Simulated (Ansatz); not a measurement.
The calculation's input:

```
crystal:
  lattice:
    - [7.8598367976, 0.0, 0.0]
    - [-3.9299183988, 6.8068183364, 0.0]
    - [0.0, 0.0, 6.0550153119]
  atoms:
    - { symbol: K, position: [0.3333333333, 0.6666666667, 0.75] }
    - { symbol: K, position: [0.6666666667, 0.3333333333, 0.25] }
    - { symbol: Tm, position: [0.1345682181, 0.8654317819, 0.25] }
    - { symbol: Tm, position: [0.2691364361, 0.1345682181, 0.75] }
    - { symbol: Tm, position: [0.1345682181, 0.2691364361, 0.25] }
    - { symbol: Tm, position: [0.8654317819, 0.1345682181, 0.75] }
    - { symbol: Tm, position: [0.7308635639, 0.8654317819, 0.25] }
    - { symbol: Tm, position: [0.8654317819, 0.7308635639, 0.75] }
    - { symbol: C, position: [0.0, 0.0, 0.0] }
    - { symbol: C, position: [0.0, 0.0, 0.5] }
basis:
  ecutwfc: 690
kpoints:
  mp_grid: { grid: [6, 6, 6] }
hamiltonian:
  xc: pbe
  pseudopotentials:
    kind: paw
    azcp: { Tm: "pseudopotentials/pbe/nc/lanthanide_3plus/Tm.nc.azcp" }
scf:
  occupations: { method: gaussian, width: 0.1 }
output:
  forces: true
  stress: true
  eigenvalues: true
  write_density: true
  write_potential: true
  elf: true
  volumetric_format: npy
relax:
  adjacent_minimum: "off"
  f_tol: 0.01
  max_steps: 80
  cell: { stress_tol: 0.05 }
```

Run with:

```sh
ansatz run input.yaml --threads 1 --pin off --max-ram 2560MiB --backend cpu --events-out ev --progress --plain --runs-dir out
```

Below, planes, directions and counts refer to the conventional cell (a = 7.90 Å, b = 7.90 Å, c = 6.05 Å, α = 90.00°, β = 90.00°, γ = 120.00°).

The fields are those of the run's last geometry, not of the input's.

Space group P6₃/mmc; a structure generated by program, which may or may not match a known phase; computed without spin polarisation; no Hubbard U on the f states and no spin–orbit coupling.

Computed with DFT PBE, scalar-relativistic, plane waves, PAW; 4f electrons in the core of a trivalent norm-conserving potential in Ansatz.

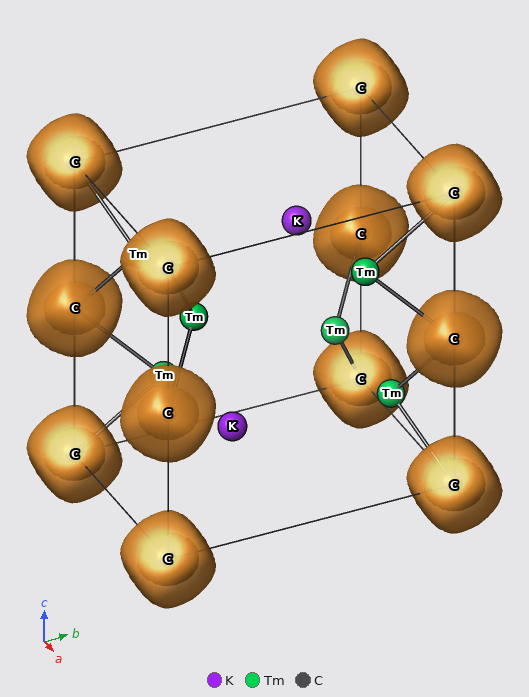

KTm3C. Isosurface of the electron localisation function at 0.75 (orange), seen slightly off an axis. Core shells and regions of very low density are left out. Sticks mark near contacts.

Core electrons are replaced by pseudopotentials, and the valence fields are smoothed inside the atomic spheres.

### What do the ELF domains correspond to?

The surface consists of two regions wrapped around C (the valence shell of each), counted in one cell of 10 atoms. Any copies at cell faces, edges or corners count once. Profiles from the grid: Tm–C (2.37 Å): the ELF peaks at about 0.80 in the valence shell of C, 0.7 Å from its nucleus, and is about 0.20 at the midpoint: no shared electron pair shows on this line. K–Tm (3.98 Å): the ELF is about 0.40 at the midpoint: no localised pair shows between them.
